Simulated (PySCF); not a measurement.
**C3H9AlN2Si: density, localisation and related maps**

| atom | x (Å) | y (Å) | z (Å) |
| --- | --- | --- | --- |
| C | -2.6189 | -0.0169 | 1.7132 |
| N | -2.0183 | -0.4387 | 0.4931 |
| C | -0.8167 | -0.1367 | 0.2569 |
| Al | 0.3513 | 0.9227 | 1.5954 |
| N | 1.7528 | 0.7344 | 0.2569 |
| C | 2.0438 | 0.2069 | -0.7331 |
| Si | 2.2678 | -0.7441 | -2.3271 |
| H | -1.9068 | 0.5483 | 2.3461 |
| H | -2.9717 | -0.8960 | 2.2548 |
| H | -3.4827 | 0.6093 | 1.4850 |
| H | -0.4529 | -0.5201 | -0.7172 |
| H | 0.8427 | 0.1310 | 2.8486 |
| H | 0.0413 | 2.4398 | 1.7730 |
| H | 2.0120 | -2.1371 | -1.9770 |
| H | 1.3002 | -0.1728 | -3.2577 |
| H | 3.6488 | -0.5210 | -2.7549 |

Geometry: GFN2-xTB.

Theory: PBE0/pcSseg-1, SCF density, gas phase, non-relativistic (PySCF).

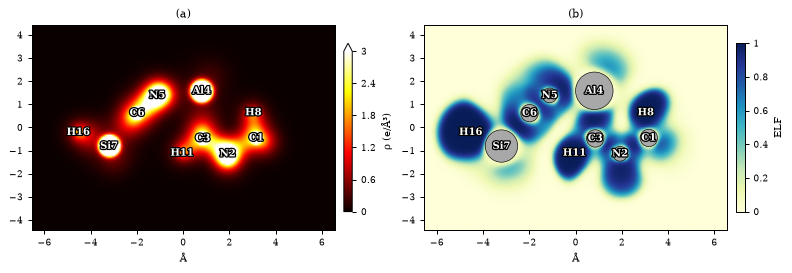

Figure 1. (a) total electron density; (b) ELF on the plane of atoms C6, Si7 and H16. Grey discs cover the atomic cores in the ELF map.

### Read the bonding off the picture.

The plane passes through C, N, Al, Si and H nuclei.
C–N (1.16 Å): ρ at the midpoint is about 3.5 e/Å³; the ELF peaks at about 0.85 between the atoms (a short, multiple covalent bond).
C–Si (1.87 Å): the density is about 0.87 e/Å³ at the midpoint; the ELF peaks at about 1 between the atoms (localised, covalent bonding).
Al–N (1.95 Å): ρ at the midpoint is about 0.5 e/Å³; the ELF peaks at about 0.95 in the valence shell of N, 0.7 Å from its nucleus, and is about 0.60 at the midpoint.
C–Al (2.07 Å): the density is about 0.6 e/Å³ at the midpoint; the ELF peaks at about 1 between the atoms; a shared but strongly polarised pair.
C–H (1.11 Å): ρ at the midpoint is about 1.9 e/Å³; the ELF climbs to about 1 towards the hydrogen, as it does in any bond to H (a covalent bond by its length).
The ELF also peaks beside N2, away from the bonds: lone-pair regions.

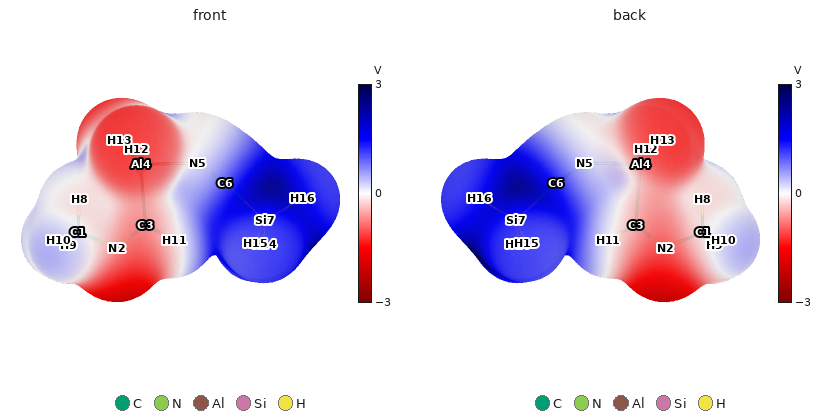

Figure 2. The electrostatic potential painted on the density surface at 0.002 e/bohr³, seen from the front and from behind; the colour scale runs from red (negative) to blue (positive).

### Which sites attract a positive test charge, and which a negative one?

A positive charge is drawn to the negative regions and a negative charge to the positive ones. The most negative region (about −2.0 V) lies over N2, the most positive (about +2.8 V) over Si7. N2 is the likeliest acceptor of a hydrogen bond.

### What dipole moment does the calculation give?

Its dipole moment is 6.19 D.
